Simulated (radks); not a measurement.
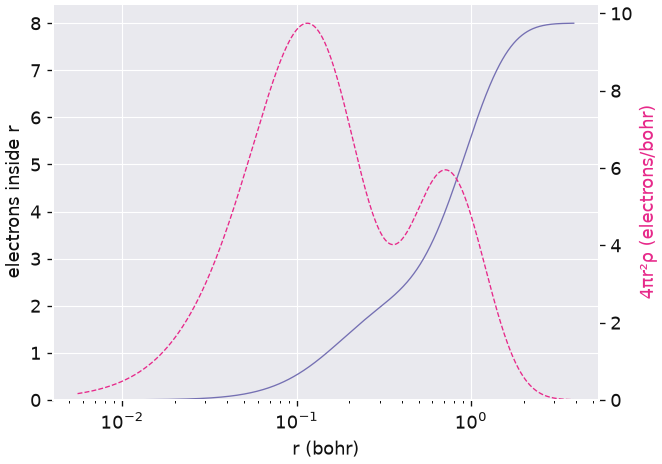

F⁺ (Z = 9, 8 electrons); electrons: [He] 2s2 2p4 (high spin). All numbers are computed, not measured: scalar-relativistic Kohn-Sham, SCAN, spin-polarised, spherical densities, finite nucleus (the in-house radial solver radks).

```
Z 9
configuration [He] 2s2 2p4
relativity scalar-relativistic
functional scan,scan
spin polarised
nucleus finite rms 2.8976 fm
c 137.035999084
```

The plot shows the number of electrons inside radius r (solid) and the radial density 4πr²ρ (dashed).

**What does the plot show?**

The count levels off at 8 electrons. Half of them lie within 0.709 bohr, 90 % within 1.49 bohr and 99 % within 2.40 bohr. The radial density has a minimum at 0.357 bohr, where the count stands at 2.2; this parts the shells that the density resolves.
